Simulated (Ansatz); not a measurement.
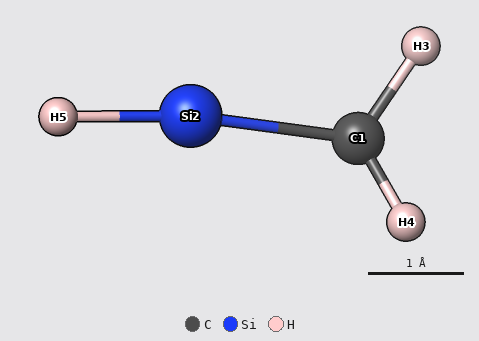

**Figure 1.** The structure as given in the input (ball-and-stick view, seen at a tilt; atoms are numbered from 1 in the order of the input).

**CH3Si: one change and its effect**

System: CH3Si, charge +1, SMILES C=[SiH+].
Method of run A: RKS wB97M-V/def2-TZVPP (Ansatz 0.2.0).

The geometry: displaced from a GFN2-xTB structure. Text and figures count atoms from 1; the logs count them from 0 in places.

Input, run A:
```yaml
crystal:
  periodic: [false, false, false]
  atoms:
    - {symbol: C, position_ang: [-0.255800, -0.717500, -0.005000]}
    - {symbol: Si, position_ang: [0.421600, 0.995800, -0.103100]}
    - {symbol: H, position_ang: [-0.473900, -1.178500, 1.077800]}
    - {symbol: H, position_ang: [-0.727600, -1.156900, -0.813600]}
    - {symbol: H, position_ang: [1.011700, 2.272600, -0.364600]}
basis:
  gaussian: {orbitals: def2-TZVPP}
total_charge: 1
hamiltonian: {xc: {name: wB97M-V}}
output: {forces: true}
```

Hardware: 4 CPU threads, shared host.

Output (run A):
```
Functional definition: wB97M-V
  parameter omega = 0.3/bohr
  parameter cx = 0.15
  parameter cx01 = 1.007
  parameter cx10 = 0.259
  parameter css00 = 0.443
  parameter css04 = -1.437
  parameter css10 = -4.535
  parameter css20 = -3.390
  parameter css43 = 4.278
  parameter cos00 = 1.000
  parameter cos10 = 1.358
  parameter cos20 = 2.924
  parameter cos21 = -8.812
  parameter cos60 = -1.390
  parameter cos61 = 9.142
  parameter b = 6.0
  parameter c = 0.01
  gx(w, u) = 1 - cx + cx01*u + cx10*w
  gss(w, u) = css00 + css04*u^4 + css10*w + css20*w^2 + css43*w^4*u^3
  gos(w, u) = cos00 + cos10*w + (cos20 + cos21*u)*w^2 + (cos60 + cos61*u)*w^6
  exchange = spin_sum(e_x_unif_sr(omega)*gx(b97_w, b97_u_x)) + cx*exact_x_sr(omega) + exact_x_lr(omega)
  correlation = spin_sum(e_c_pw_mod_same_spin*gss(b97_w, b97_u_same))
      + integral(e_c_pw_mod_opposite_spin*gos(b97_w_opposite, b97_u_opposite)) + vv10(b, c)
648 factors; their error is unknown
154 factors; integrals over basis functions are off by at most 6.2e-5 eV
mean field evaluation 1: about -8935.6927 eV, gradient 7.4e1 eV
mean field evaluation 2: about -8904.4412 eV, gradient 1.1e2 eV
mean field evaluation 4: about -8950.5689 eV, gradient 3.6e0 eV
mean field evaluation 8: about -8950.6461 eV, gradient 2.8e-1 eV
mean field evaluation 16: about -8950.6454 eV, gradient 5.7e-3 eV
mean field -8950.64540737 eV, -328.9301517555 hartree, gradient 7.5e-5 eV, S^2 0.000000; 0 other end points of the search recorded, 0 dependent functions left out
the calculation of the forces begins
reference -8950.64544766 eV, -328.9301532361 hartree; 11, 11 occupied and 104, 104 virtual orbitals, 648 factors
Total energy: -8950.64544766 eV, -328.9301532361 hartree
Atom 0 at    -0.255800    -0.717500    -0.005000 Å, force     1.944440     3.755852     4.224896 eV/Å
Atom 1 at     0.421600     0.995800    -0.103100 Å, force    -2.517069    -4.879632     0.119300 eV/Å
Atom 2 at    -0.473900    -1.178500     1.077800 Å, force     0.753639     1.222991    -2.517438 eV/Å
Atom 3 at    -0.727600    -1.156900    -0.813600 Å, force    -0.770464    -0.654916    -1.816572 eV/Å
Atom 4 at     1.011700     2.272600    -0.364600 Å, force     0.589454     0.555705    -0.010186 eV/Å
Dipole moment:     0.169142     0.425376     0.019129 e Å
```

The input of run B differs as follows (lines with − go, lines with + come):
```diff
-hamiltonian: {xc: {name: wB97M-V}}
+correlation: {method: ccsd_t}
```

What does this change do to the results?

The total energies belong to different methods, so their difference says nothing on which is more stable or more accurate. The largest force goes from 5.978 to 5.353 eV/Å.

Output (run B):
```
Functional definition: HF
  exchange = exact_x
  correlation = 0
665 factors; integrals over basis functions are off by at most 1.0e-3 eV
mean field evaluation 1: about -8920.1721 eV, gradient 5.4e1 eV
mean field evaluation 2: about -8920.1750 eV, gradient 5.4e1 eV
mean field evaluation 4: about -8928.8801 eV, gradient 4.7e0 eV
mean field evaluation 8: about -8929.0639 eV, gradient 4.2e-1 eV
mean field evaluation 16: about -8920.1726 eV, gradient 5.4e1 eV
mean field evaluation 32: about -8926.5745 eV, gradient 8.8e0 eV
mean field evaluation 64: about -8926.7726 eV, gradient 9.7e0 eV
mean field -8929.06653285 eV, -328.1371427436 hartree, gradient 2.7e-6 eV, S^2 0.000000; 0 other end points of the search recorded, 0 dependent functions left out; unrestricted orbitals would lower it
6 core orbitals not correlated: weight in the atoms' cores, before any rotation towards them, 1.000 or more for the frozen orbitals, at most 0.000 for the correlated occupied ones
reference -8929.06653285 eV, -328.1371427436 hartree; 5, 5 occupied and 104, 104 virtual orbitals, 665 factors
second order -7.22874903 eV of doubles, -0.00000000 eV of singles
cycle   1  -7.53981039 eV  change   -3.1e-1 eV  update   9.1e-2
cycle   2  -7.85233064 eV  change   -3.1e-1 eV  update   3.6e-2
cycle   3  -7.94904352 eV  change   -9.7e-2 eV  update   1.9e-2
cycle   4  -7.94834392 eV  change    7.0e-4 eV  update   5.3e-3
cycle   5  -7.94909518 eV  change   -7.5e-4 eV  update   2.1e-3
cycle   6  -7.94902679 eV  change    6.8e-5 eV  update   8.1e-4
cycle   7  -7.94914524 eV  change   -1.2e-4 eV  update   3.6e-4
cycle   8  -7.94926189 eV  change   -1.2e-4 eV  update   2.2e-4
cycle   9  -7.94919208 eV  change    7.0e-5 eV  update   1.3e-4
cycle  10  -7.94913243 eV  change    6.0e-5 eV  update   7.4e-5
cycle  11  -7.94917349 eV  change   -4.1e-5 eV  update   4.6e-5
cycle  12  -7.94916506 eV  change    8.4e-6 eV  update   3.0e-5
cycle  13  -7.94918564 eV  change   -2.1e-5 eV  update   1.4e-5
cycle  14  -7.94917539 eV  change    1.0e-5 eV  update   4.9e-6
cycle  15  -7.94917430 eV  change    1.1e-6 eV  update   1.6e-6
perturbative correction -0.43478834 eV, -0.0159781766 hartree
the calculation of the forces begins
Total energy: -8937.45049549 eV, -328.4452476876 hartree
Atom 0 at    -0.255800    -0.717500    -0.005000 Å, force     1.666124     2.794772     4.250808 eV/Å
Atom 1 at     0.421600     0.995800    -0.103100 Å, force    -2.235633    -4.002279     0.113220 eV/Å
Atom 2 at    -0.473900    -1.178500     1.077800 Å, force     0.727323     1.204765    -2.430014 eV/Å
Atom 3 at    -0.727600    -1.156900    -0.813600 Å, force    -0.827188    -0.672559    -1.885644 eV/Å
Atom 4 at     1.011700     2.272600    -0.364600 Å, force     0.669375     0.675301    -0.048371 eV/Å
Dipole moment:     0.154528     0.371971     0.019780 e Å
```

The two runs side by side:

```tsv
quantity	run A	run B
outcome	converged	converged
total energy (hartree)	−328.930153	−328.445248
largest force (eV/Å)	5.978	5.353
basis functions	115	115
wall time (shared host)	2 s	6.5 s
```
